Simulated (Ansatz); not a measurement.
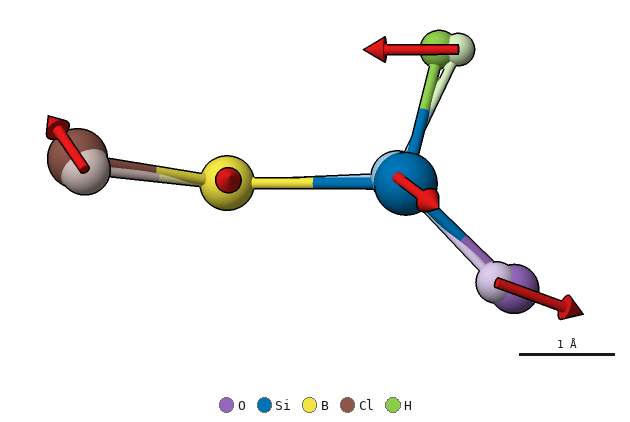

This is a relaxation of BSiHOCl (charge −1). The starting structure is drawn faded, the final one solid; red arrows show the displacements, magnified 5 times. The two geometries are superimposed by the best rigid fit.

A ball-and-stick model, seen at a tilt.

The run prepares the start of a later molecular dynamics calculation, from a guessed geometry.

The calculation used RKS PBE-D4/def2-SVP in Ansatz.

Input file:
```yaml
crystal:
  periodic: [false, false, false]
  atoms:
    - { symbol: O, position_ang: [0.33508, 2.01308, -0.4616] }
    - { symbol: Si, position_ang: [0.20344, 0.62466, 0.18689] }
    - { symbol: B, position_ang: [-0.77991, -0.89083, -0.31592] }
    - { symbol: Cl, position_ang: [-0.19419, -2.41034, -1.12347] }
    - { symbol: H, position_ang: [0.43559, 0.66343, 1.7141] }
total_charge: -1
basis:
  gaussian: { orbitals: def2-SVP }
hamiltonian:
  xc: pbe
  dispersion: d4
relax:
  f_tol: 0.02
  max_steps: 40
output:
  orbitals: {}
```

Launched with:
```bash
ansatz run input.yaml --threads 1 --pin off --max-ram 2048MiB --backend cpu --events-out ev --progress --plain --runs-dir out
```

What did the optimiser do to the structure, and how much energy did it gain?

The largest move after the best rigid fit is that of O1, 0.22 Å. By element the largest moves are O 0.22 Å, H 0.21 Å, Cl 0.18 Å, Si 0.18 Å, B 0.10 Å. Some distances before and after: Si2–B3 1.875 → 1.961 Å, O1–Si2 1.538 → 1.591 Å, B3–Cl4 1.818 → 1.795 Å, Si2–H5 1.545 → 1.566 Å. Bond angles that change, for instance: B3–Si2–H5 111.3° → 96.2°, Si2–B3–Cl4 128.7° → 135.3°, O1–Si2–H5 112.4° → 117.7°. The energy falls by 21.3 kJ/mol in 8 geometry steps. Largest force component: 2.3 eV/Å at the start, 0.017 eV/Å at the end.

Limits of the set-up: the basis has no diffuse functions, which an anion needs.
